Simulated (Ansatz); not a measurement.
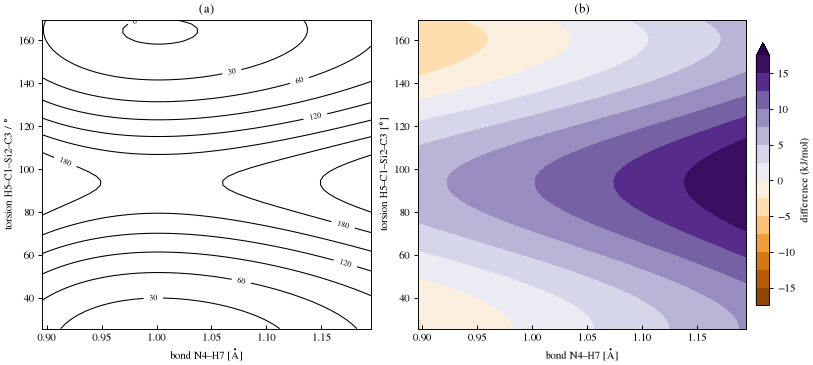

C2H3NSi, SMILES C=[Si]=C=N. Two internal coordinates are moved rigidly from the geometry relaxed at PBE0-D4/def2-TZVP, all others fixed. First axis: bond N4–H7. Second axis: torsion H5–C1–Si2–C3. The scan uses a 7 × 5 grid. Points are written as (first, second). All energies are given in kJ/mol relative to each map's own lowest point. All numbers below come from RKS PBE-D4/def2-TZVPP in Ansatz 0.2.0.

Panel (a): Ansatz 0.2.0, RKS PBE-D4/def2-TZVPP. Panel (b): the map at Ansatz, RKS PBE0-D4/def2-TZVPP less the map of (a), each from its own lowest point.

> How does the change of method alter the landscape?

The difference runs from −3.7 kJ/mol at (0.896 Å, 170°) to 17 kJ/mol at (1.195 Å, 98°).
